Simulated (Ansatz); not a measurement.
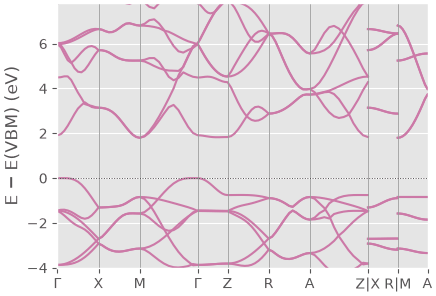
Figure. Band structure from PBE in the plane-wave PAW code Ansatz

The gap is 1.80 eV; an edge lies off the plotted path or next to a special point (maximum off the standard path, minimum at M).

The material is PbO in space group P4/nmm (No. 129; Pb on 2c, O on 2a).

The cell was relaxed with PBE under the symmetry of its start. The volume lies over 15 % above that of the usual cell of this phase: another minimum, or an error of the functional. A crystal of weakly bound layers computed without a dispersion correction: the cell and the soft elastic constants depend strongly on that. Spin–orbit coupling is left out wherever it is not named.

Potentials: the later of the program's two PAW sets.
